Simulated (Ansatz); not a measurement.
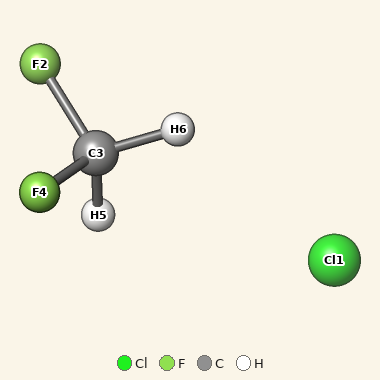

The system is the pair Cl···CH₂F₂, charge −1; the picture shows the reference structure. The turn is about an axis along (0.11, −0.98, −0.17) in the frame of the relaxed pair, normal to the line between the partners. First axis: distance C3···Cl1. Second axis: turn of Cl1 about C3. The scan uses a 15 × 15 grid; 199 points were computed and 26 follow by symmetry. Energies: kcal/mol, counted from the lowest grid point. The calculation used RHF/def2-SVPD in Ansatz 0.2.0.

Its coordinates:

```xyz
6

Cl    0.1260    0.5069   -2.8963
F    -1.1297   -0.3391    1.2296
C    -0.0218   -0.0877    0.5013
F     1.0167   -0.1149    1.3625
H     0.1049   -0.8569   -0.2474
H    -0.0962    0.8917    0.0502
```

Range: distance C3···Cl1 from 2.900 to 5.500 Å; turn of Cl1 about C3 from −60.0 to 60.0°.

> What landscape does the calculation give?

The lowest grid point is at distance C3···Cl1 = 3.515 Å, turn of Cl1 about C3 = 0.0°. It is the only kind of minimum in the scanned range. The highest grid point, distance C3···Cl1 = 2.900 Å, turn of Cl1 about C3 = −60.0°, lies 13.8 kcal/mol above the lowest. Round the minimum the two coordinates are nearly uncoupled.

| turn of Cl1 about C3 ↓, distance C3···Cl1 → | 2.900 | 2.965 | 3.071 | 3.201 | 3.350 | 3.515 | 3.694 | 3.885 | 4.088 | 4.301 | 4.523 | 4.755 | 4.995 | 5.244 | 5.500 |
| --- | --- | --- | --- | --- | --- | --- | --- | --- | --- | --- | --- | --- | --- | --- | --- |
| 60.0 | 13.7 | 12.1 | 10.0 | 8.4 | 7.3 | 6.8 | 6.6 | 6.6 | 6.9 | 7.2 | 7.5 | 7.9 | 8.2 | 8.5 | 8.7 |
| 51.4 | 9.0 | 7.7 | 6.3 | 5.3 | 4.7 | 4.5 | 4.6 | 4.9 | 5.4 | 5.9 | 6.4 | 6.8 | 7.2 | 7.6 | 8.0 |
| 42.9 | 6.4 | 5.3 | 4.1 | 3.2 | 2.8 | 2.8 | 3.1 | 3.6 | 4.2 | 4.8 | 5.4 | 5.9 | 6.4 | 6.9 | 7.3 |
| 34.3 | 5.3 | 4.1 | 2.9 | 2.0 | 1.6 | 1.7 | 2.0 | 2.6 | 3.2 | 3.9 | 4.6 | 5.2 | 5.8 | 6.3 | 6.7 |
| 25.7 | 4.9 | 3.7 | 2.2 | 1.3 | 0.8 | 0.9 | 1.2 | 1.8 | 2.5 | 3.2 | 4.0 | 4.6 | 5.2 | 5.8 | 6.3 |
| 17.1 | 4.9 | 3.6 | 2.0 | 0.9 | 0.4 | 0.4 | 0.7 | 1.3 | 2.0 | 2.8 | 3.5 | 4.2 | 4.9 | 5.5 | 6.0 |
| 8.6 | 5.1 | 3.6 | 1.9 | 0.7 | 0.1 | 0.1 | 0.4 | 1.0 | 1.7 | 2.5 | 3.3 | 4.0 | 4.6 | 5.3 | 5.8 |
| 0.0 | 5.1 | 3.6 | 1.9 | 0.7 | 0.1 | 0.0 | 0.3 | 0.9 | 1.6 | 2.4 | 3.2 | 3.9 | 4.6 | 5.2 | 5.7 |
| −8.6 | 5.1 | 3.6 | 1.9 | 0.7 | 0.1 | 0.1 | 0.4 | 1.0 | 1.7 | 2.5 | 3.3 | 4.0 | 4.6 | 5.3 | 5.8 |
| −17.1 | 4.9 | 3.6 | 2.0 | 0.9 | 0.4 | 0.4 | 0.7 | 1.3 | 2.0 | 2.8 | 3.5 | 4.2 | 4.9 | 5.5 | 6.0 |
| −25.7 | 4.9 | 3.7 | 2.2 | 1.3 | 0.8 | 0.9 | 1.2 | 1.8 | 2.5 | 3.2 | 4.0 | 4.6 | 5.3 | 5.8 | 6.3 |
| −34.3 | 5.3 | 4.1 | 2.9 | 2.0 | 1.6 | 1.7 | 2.0 | 2.6 | 3.2 | 3.9 | 4.6 | 5.2 | 5.8 | 6.3 | 6.7 |
| −42.9 | 6.4 | 5.3 | 4.1 | 3.2 | 2.8 | 2.8 | 3.1 | 3.6 | 4.2 | 4.8 | 5.4 | 5.9 | 6.4 | 6.9 | 7.3 |
| −51.4 | 9.0 | 7.7 | 6.3 | 5.3 | 4.7 | 4.5 | 4.6 | 4.9 | 5.4 | 5.9 | 6.4 | 6.8 | 7.2 | 7.6 | 8.0 |
| −60.0 | 13.8 | 12.1 | 10.1 | 8.4 | 7.4 | 6.8 | 6.6 | 6.6 | 6.9 | 7.2 | 7.5 | 7.9 | 8.2 | 8.5 | 8.7 |

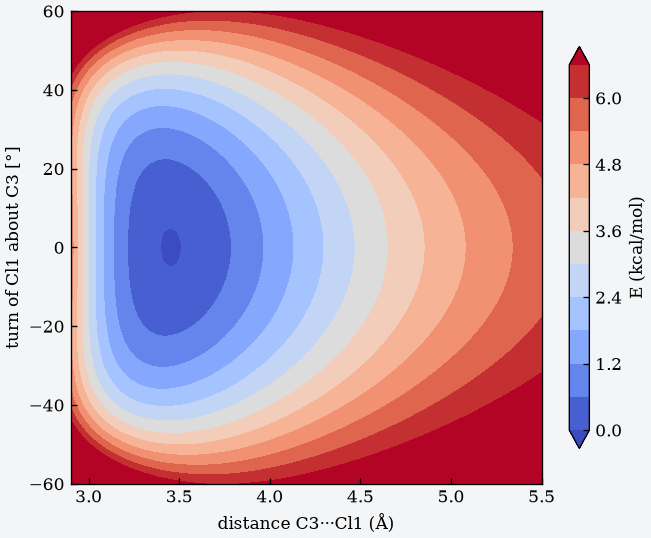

In the figure: filled contours, one colour for all values above the top of the scale. Between grid points the surface is interpolated.

Each point was launched as `ansatz run input.yaml --threads 1 --pin off --max-ram 2560MiB --backend cpu --events-out ev --progress --plain --runs-dir out`. The whole map (199 points run) took 6.1 min on 1 thread of Arm Neoverse V2, with other jobs on the host.
